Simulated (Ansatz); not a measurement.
# VZnGaSe4, from a guessed structure to a relaxed one, part 2 of 2

Starting from a made-up structure for VZnGaSe4, the aim is the relaxed cell, its shortest contacts and, where a second run follows, its electronic structure.

Ansatz 0.2.0; DFT, PBE, plane-wave PAW, files of the set soft_1, scalar-relativistic, ferromagnetic start, cell and ions relaxed at zero pressure; PAW set soft_1 (the session's first sound run).

So far: Starting point; Relaxing cell and atoms. The relaxed cell has a = 5.620, c = 11.259 Å (conventional setting).

## Step 3: Electronic structure of the relaxed cell

With the geometry fixed, one more self-consistent run, with a narrower smearing and the mesh shown in its input, gives the bands, and its pressure, and its forces where symmetry allows any, show how far the geometry depends on these settings.

This step: DFT, PBE, plane-wave PAW, files of the set soft_1, scalar-relativistic, ferromagnetic start, bands and density of states at the relaxed cell; PAW set soft_1 (Ansatz 0.2.0).

input.yaml

```yaml
crystal:
  lattice:
    - [-2.8098307143, 2.8098307143, 5.6295656262]
    - [2.8098307143, -2.8098307143, 5.6295656262]
    - [2.8098307143, 2.8098307143, -5.6295656262]
  atoms:
    - { symbol: Se, position: [0.3847890112, 0.37252835, 0.4945878966] }
    - { symbol: Se, position: [0.1097988854, 0.6152109888, 0.9877393388] }
    - { symbol: Se, position: [0.8779404534, 0.8902011146, 0.5054121034] }
    - { symbol: Se, position: [0.62747165, 0.1220595466, 0.0122606612] }
    - { symbol: Ga, position: [0.0, 0.0, 0.0] }
    - { symbol: Zn, position: [0.5, 0.5, 0.0] }
    - { symbol: V, position: [0.25, 0.75, 0.5], spin: 1.7 }
magnetization:
  spin_polarized: true
kpoints:
  mp_grid: { grid: [8, 8, 8] }
  band_path:
    path:
      - [[0.0, 0.0, 0.0], [0.5, -0.5, 0.0], [0.5, -0.5, 0.12456056], [0.31228028, -0.31228028, 0.31228028], [0.0, 0.0, 0.0], [0.5, 0.5, -0.5], [0.68771972, 0.31228028, -0.31228028], [0.5, 0.0, 0.0], [0.75, -0.25, -0.25], [0.87543944, 0.12456056, -0.5], [0.5, 0.5, -0.5]]
      - [[0.5, -0.5, 0.0], [0.75, -0.25, -0.25]]
    npoints: 7
scf:
  occupations: { method: fermi_dirac, width: 0.03 }
  n_extra_bands: 12
hamiltonian:
  xc: pbe
  pseudopotentials: { kind: paw, azcp: { folder: soft_1 } }
output:
  forces: true
  stress: true
  write_bands: true
  dos: { projected: true }
  write_density: true
  write_potential: true
  elf: true
  volumetric_format: npy
```

Started as:

```bash
$ ansatz run input.yaml --threads 4 --pin off --max-ram 10240MiB --backend cpu --events-out ev --progress --plain --runs-dir out
```

Numbers of over 12 decimals in the logs are rounded to 6 here.

The log of the run:

```text
[...]
Crystal: 7 atoms, lattice volume = 177.785 Å³
Basis set: ecut = 420 eV, 3491 PW (Γ), exchange–correlation on 96×96×96 points (8 copies of the dense FFT grid, shifted against one another)
Bands: 63, of which v1, the nominal top of the filled ones, is band 51 counted from 1 (50 counted from 0)
Symmetry: 4 space group operations
[...]
k-points: 78 of 512 (time reversal used)
[...]
Starting moments: Σ|m| = 1.7 μB on 1 of 7 sites
[...]
SCF iter   1: F=—  HF=-31894.827122 eV  |F-HF|=—  |Δ(HF+E_count)|=         —  Δρ=3.38e-2 (↑3.38e-2 ↓1.92e-2)  dr2=6.62e0  dr2_m=3.34e-1  M=2.000 μB ∫|m|=2.409 μB  β_m=0.30  ethr=3.10e-3  ⟨swp⟩=6.0  Hψ=35174  notcnv=0
[...]
SCF iter  13: F=-31894.658673 eV  HF=-31894.658673 eV  |F-HF|=6.66e-8  |Δ(HF+E_count)|=   4.31e-8  Δρ=3.33e-6 (↑3.33e-6 ↓1.78e-6)  dr2=7.76e-8  dr2_m=1.06e-9  M=2.000 μB ∫|m|=2.351 μB  ethr=4.55e-11  ⟨swp⟩=12.4  Hψ=66693  notcnv=0
SCF 1 converged in 13 iterations: F = -31894.658673 eV  dr2 = 7.76e-8
[...]
NSCF: frozen V_eff on 79 k-points
SCF converged after 13 iterations
Magnetization: 1.9999 μB (51.9999 up, 50.0001 down)
Absolute magnetization: 2.3447 μB (∫|ρ↑−ρ↓|, with the PAW one-centre terms)
[...]
Per-site moments (μB) at R_I (Å): [(-0.026513, 1.004349), (-0.026513, 1.004349), (-0.026513, 1.004349), (-0.026513, 1.004349), (0.036262, 1.014830), (0.017025, 1.029059), (1.682836, 1.004349)]
Free energy (F): -31894.658673 eV
[...]
Internal energy: -31894.658631 eV  (E = F + TS)
E sigma→0 (E₀):  -31894.658652 eV
Entropy (-TS):   -0.000042 eV (-0.006 meV/atom)
Fermi energy:    7.041126 eV
[...]
--- Forces (eV/Å), atoms counted from 1 ---
  atom   1  Se     0.00111318    -0.00096429     0.00004010
  atom   2  Se     0.00096429     0.00111318    -0.00004010
  atom   3  Se    -0.00111318     0.00096429     0.00004010
  atom   4  Se    -0.00096429    -0.00111318    -0.00004010
  atom   5  Ga     0.00000000     0.00000000     0.00000000
  atom   6  Zn    -0.00000000     0.00000000     0.00000000
  atom   7  V      0.00000000     0.00000000     0.00000000
  max |Σ_I F_I| component: 7.73e-17 eV/Å
--- Stress (GPa, compression-positive) ---
       -0.008898      -0.000001      -0.000000
        0.000001      -0.008898      -0.000000
       -0.000000      -0.000000       0.017402
  P = ⅓ Tr σ = -0.0001 GPa (-0.001 kbar)
--- Band table (eV; the first three rows and the last of 156) ---
  k-point 0 ↑: bands = [... 47 lower, 4.9532, 4.9532, 4.9690, 6.0464, 6.3995, 7.9692, 7.9905, 8.1433, ... 8 higher]
  k-point 1 ↑: bands = [... 47 lower, 4.7150, 4.9569, 5.1021, 6.2433, 6.4345, 7.6874, 7.9572, 8.0992, ... 8 higher]
  k-point 2 ↑: bands = [... 47 lower, 4.5964, 5.0966, 5.1528, 6.4993, 6.5113, 7.6167, 7.7921, 7.9898, ... 8 higher]
  k-point 77 ↓: bands = [... 47 lower, 4.8147, 5.2699, 5.2699, 7.1440, 8.0450, 8.0450, 8.1919, 8.5665, ... 8 higher]
```

Elapsed: 1.8 min, on 4 threads of Arm Neoverse V1, shared host; peak memory 1.5 GiB.

Numbers from this step:

```
free energy            : -31894.6587 eV
Fermi energy           : 7.041 eV
gap by band count      : 0.2994 eV
magnetization          : 2.000 μB
absolute magnetization : 2.345 μB
site moments           : -0.02651, -0.02651, -0.02651, -0.02651, 0.03626, 0.01702, 1.683 μB
pressure               : -1.31e-4 GPa
```

From bands.tsv, the bands that come nearest the gap along the path, at its corners, in eV from the valence-band top:

| point | band_50_up | band_51_up | band_52_up | band_53_up | band_54_up | band_50_dn | band_51_dn | band_52_dn |
| --- | --- | --- | --- | --- | --- | --- | --- | --- |
| Γ | -0.80 | -0.45 | 1.12 | 1.15 | 1.30 | 0.41 | 1.55 | 1.75 |
| X | -0.26 | -0.13 | 0.62 | 0.96 | 1.24 | 0.90 | 1.43 | 1.65 |
| Y | -0.39 | -0.07 | 0.48 | 0.90 | 1.14 | 0.89 | 1.44 | 1.48 |
| S | -0.78 | -0.03 | 0.46 | 0.72 | 0.85 | 0.90 | 1.23 | 1.49 |
| Γ | -0.80 | -0.45 | 1.12 | 1.15 | 1.30 | 0.41 | 1.55 | 1.75 |
| Z | -1.22 | -0.23 | 0.51 | 0.58 | 0.58 | 0.30 | 1.20 | 1.20 |
| S1 | -0.78 | -0.03 | 0.46 | 0.72 | 0.85 | 0.90 | 1.23 | 1.49 |
| N | -0.63 | -0.06 | 0.52 | 0.65 | 1.06 | 0.88 | 1.41 | 1.53 |
| P | -0.23 | -0.05 | 0.75 | 0.95 | 1.08 | 1.32 | 1.50 | 1.66 |
| Y1 | -0.39 | -0.07 | 0.48 | 0.90 | 1.14 | 0.89 | 1.44 | 1.48 |
| Z | -1.22 | -0.23 | 0.51 | 0.58 | 0.58 | 0.30 | 1.20 | 1.20 |
| X | -0.26 | -0.13 | 0.62 | 0.96 | 1.24 | 0.90 | 1.43 | 1.65 |
| P | -0.23 | -0.05 | 0.75 | 0.95 | 1.08 | 1.32 | 1.50 | 1.66 |

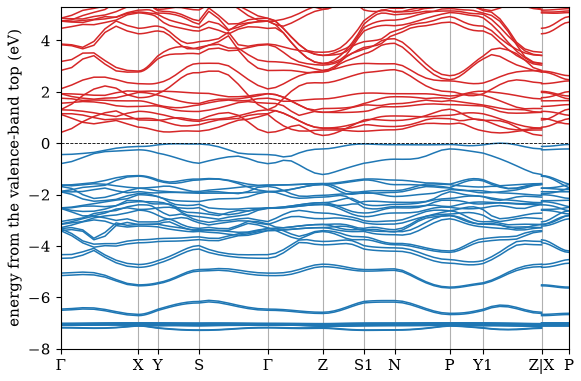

Bands along the path; filled bands blue, empty bands red. 66 bands lie wholly below the window drawn.

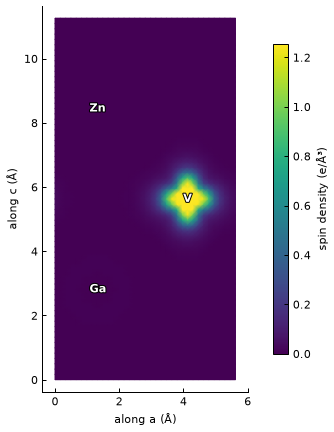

Spin density in the ac plane of the conventional cell at fractional y = 0.000, with atoms of Ga and Zn and V within 0.2 Å of it. The map starts off the cell's origin, so that atoms lie inside it.

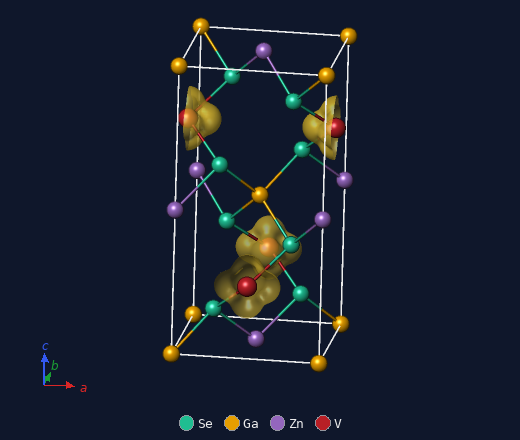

Surface of spin density = 0.075 e/Å³, which holds about 70 % of the integral of its size. Bonds to atoms that aren't drawn are left out.

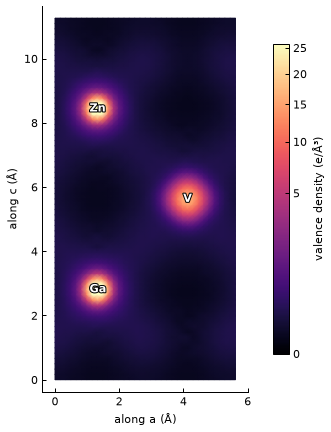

Valence density in the ac plane of the conventional cell at fractional y = 0.000, with atoms of Ga and Zn and V within 0.2 Å of it. It is the smooth field of the valence electrons, not physical close to the nuclei. The map starts off the cell's origin, so that atoms lie inside it. The colour scale is stretched toward low values.

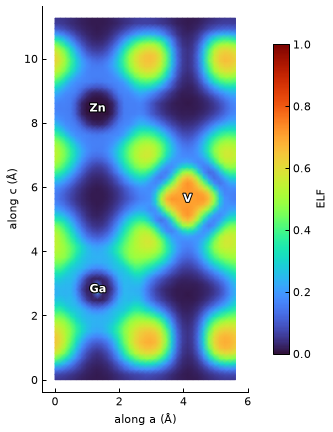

ELF in the ac plane of the conventional cell at fractional y = 0.000, with atoms of Ga and Zn and V within 0.2 Å of it. It is the smooth field of the valence electrons, not physical close to the nuclei. The map starts off the cell's origin, so that atoms lie inside it.

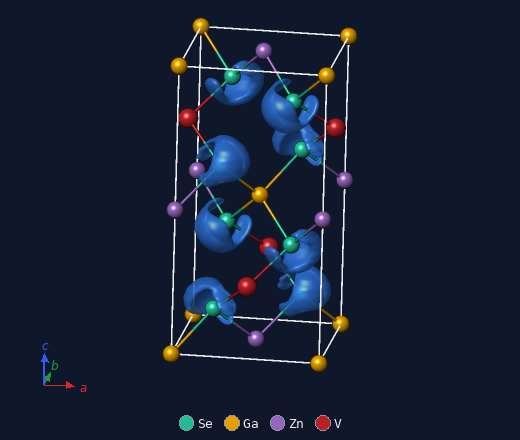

Surface of ELF = 0.79. Bonds to atoms that aren't drawn are left out.

## Step 4: Summary of results

* space group, relaxed: I-4
* conventional cell: a = 5.620, b = 5.620, c = 11.259 Å; α = 90.0°, β = 90.0°, γ = 90.0°
* volume per atom: 25.40 Å³ (guess 23.90)
* total moment: 2.00 μB in the cell of 7 atoms

VZnGaSe4 relaxes to I-4 with a = 5.620, b = 5.620 and c = 11.259 Å. The guessed volume was 6 % too small. The space group I-4 was held in the relaxation, so the end point is a stationary structure within it and may be a saddle against distortions or other arrangements. The input starts from parallel moments, and no other start was typed. It has an indirect Kohn–Sham gap of 0.30 eV, which semilocal functionals understate. On the 8×8×8 mesh with the narrower smearing (relaxed on 7×7×7) the largest force component is 0.001 eV/Å and the largest stress component is 0.017 GPa, within the relaxation's thresholds of 0.015 eV/Å and 0.05 GPa. The cutoff wasn't tested. No dispersion term is used, so weakly bound directions may come out too long. Nothing here tests whether the compound is stable against decomposition.

[Logs are printed without paths, hosts, clocks, repeated set-up lines and the standing remarks that a program may print on its own settings, such as how far it seeks lower states.]

[Hosts, paths, dates, database ids (printed as entryN), source tags and the programs' standing remarks are cut or masked in the printed files.]
